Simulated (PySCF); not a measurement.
**C3FN3S, SMILES `N#Cc1nc(F)ns1`: what the electrons do**

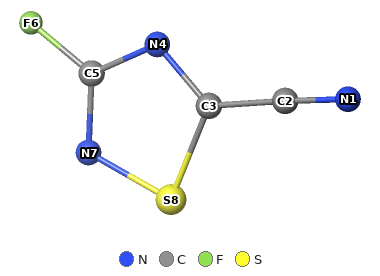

The molecule, with its atoms numbered as below. No frequency check shows the geometry to be a minimum.

Cartesian coordinates (Å):

```
N1      -3.2425   -0.7260    0.0000
C2      -2.1159   -0.5187    0.0000
C3      -0.7487   -0.2175    0.0000
N4       0.2279   -1.0780    0.0000
C5       1.3844   -0.4126    0.0000
F6       2.5150   -1.0710    0.0000
N7       1.3772    0.8950    0.0000
S8      -0.1432    1.4309    0.0000
```

Part 1: Bonding charge

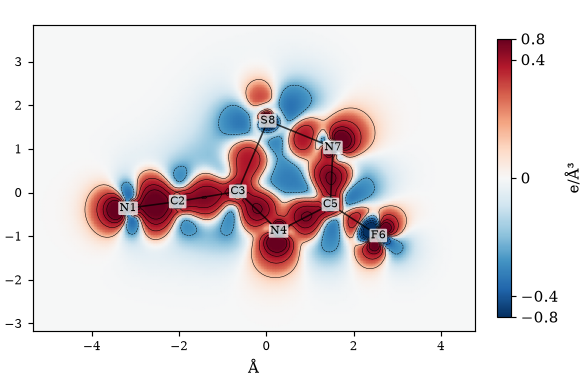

Deformation density (molecule less spherical, spin-averaged free atoms) in the molecular plane; colour scale in e/Å³, logarithmic beyond ±0.1; red: gain, blue: loss.

Method: B3LYP/6-31+G*; geometry: GFN2-xTB; program: PySCF.

Q: Describe the bonding that the map shows.

A: N1–C2: +0.88 e/Å³ at the bond critical point (bond length 1.15 Å). N4–C5: +0.60 e/Å³ at the bond critical point (bond length 1.33 Å). C5–N7: +0.60 e/Å³ at the bond critical point (bond length 1.31 Å). C3–N4: +0.59 e/Å³ at the bond critical point (bond length 1.30 Å). C2–C3: +0.59 e/Å³ at the bond critical point (bond length 1.40 Å). C3–S8: +0.32 e/Å³ at the bond critical point (bond length 1.76 Å). N7–S8: +0.11 e/Å³ at the bond critical point (bond length 1.61 Å); up to 0.6 Å beside the axis the gain reaches +0.35 e/Å³. C5–F6: +0.09 e/Å³ at the bond critical point (bond length 1.31 Å); up to 0.6 Å beside the axis the gain reaches +0.30 e/Å³. In all, 2.2 electrons gather in the regions of gain relative to the promolecule. A small or negative value marks a very polar bond, one between electron-rich atoms, whose free-atom densities already overlap strongly, a long bond to a heavier atom, or a closed-shell contact such as a hydrogen bond.

Q: Where do the Hirshfeld charges lie?

A: The highest Hirshfeld charge is on S8 (+0.26 e), the lowest on N7 (−0.21 e).

Part 2: Bond critical points

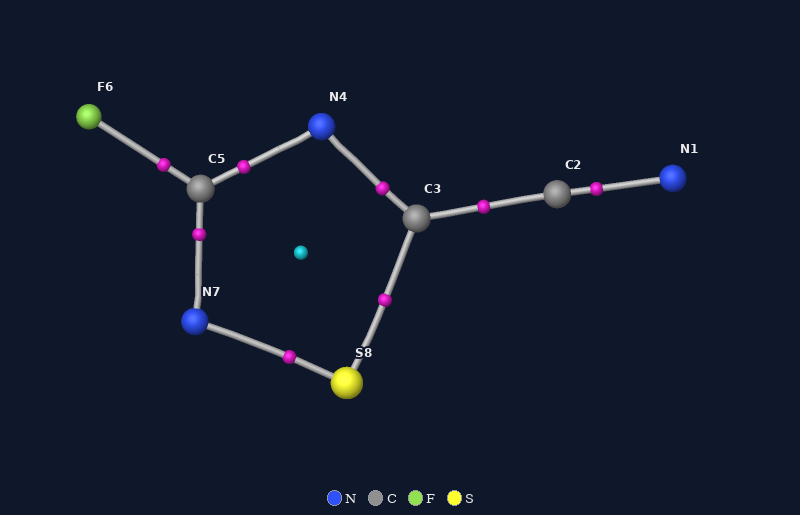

Molecular graph of the electron density (QTAIM): bond paths, bond critical points (magenta), ring points (cyan, if any); weak paths are dashed.

Q: How many critical points of each kind are there, and does the count close?

A: 8 nuclei, 8 bond, 1 ring and 0 cage critical points: 8 − 8 + 1 − 0 = 1, as the Poincaré–Hopf relation requires.

Q: Give the properties at the bond critical points.

A:
```csv
bond,length (Å),ρ (a.u.),∇²ρ (a.u.),ε,H (a.u.)
N1–C2,1.145,0.475,+0.73,0.03,−0.833
C3–N4,1.302,0.368,−0.87,0.21,−0.633
C5–N7,1.308,0.368,−0.93,0.40,−0.633
N4–C5,1.334,0.357,−1.19,0.26,−0.593
C2–C3,1.400,0.303,−0.89,0.08,−0.307
C5–F6,1.308,0.286,+0.16,0.07,−0.419
N7–S8,1.612,0.237,+0.07,0.30,−0.291
C3–S8,1.756,0.204,−0.37,0.27,−0.162
```

Q: What kind of interaction is C2–C3?

A: Shared-shell (covalent): ρ = 0.303, ∇²ρ = −0.89, H = −0.307 a.u.

Part 3: Local ionisation energy

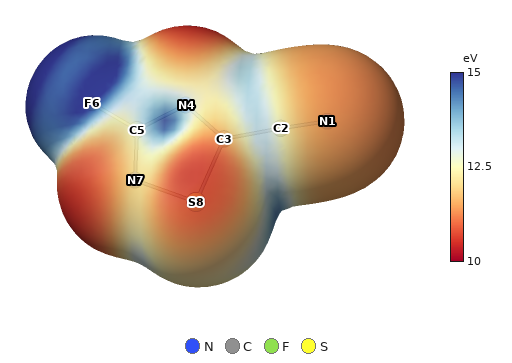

Average local ionisation energy on the surface of electron density 0.001 a.u.

Q: Where are the most loosely bound electrons on this surface?

A: The lowest value is 10.3 eV, 1.9 Å from N4. Further minima include 10.4 eV, 1.9 Å from N7; 10.6 eV, off the molecular plane, over S8 (2.2 Å), and at like points elsewhere; 11.3 eV, off the molecular plane, over N1 (1.9 Å), and at like points elsewhere. For comparison, the highest occupied orbital lies at −8.5 eV.

Q: What volume does the surface enclose, and what is the dipole moment?

A: About 125 Å³; the dipole moment is 2.0 D.

Part 4: The π system

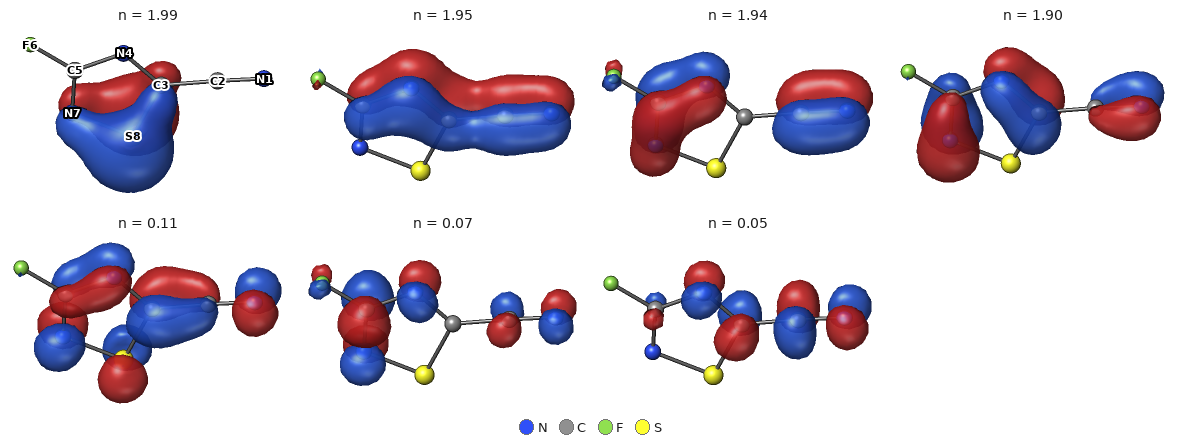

Natural orbitals of the π active space, CASSCF(8,7), singlet state, in order of falling occupation. The active space holds only one of the two perpendicular π systems.

Method: cc-pVDZ basis; geometry: GFN2-xTB; program: PySCF.

Q: How multiconfigurational is the state?

A: The leading determinant weighs 0.89; the effective number of unpaired electrons, Σ n²(2−n)², is 0.13; the most occupied of the weakly occupied orbitals holds 0.11 e, as in an ordinary closed-shell π system. The active space lowers the energy by 2.31 eV against Hartree–Fock.

Q: Where does the lowest triplet lie relative to the singlet, at this geometry and within this active space?

A: 3.99 eV above it by strongly contracted NEVPT2 (+3.67 eV by CASSCF); a small basis tends to put such gaps a few tenths of an eV too high. This is a vertical energy for π states alone; a state that uses lone pairs or σ orbitals may lie lower.
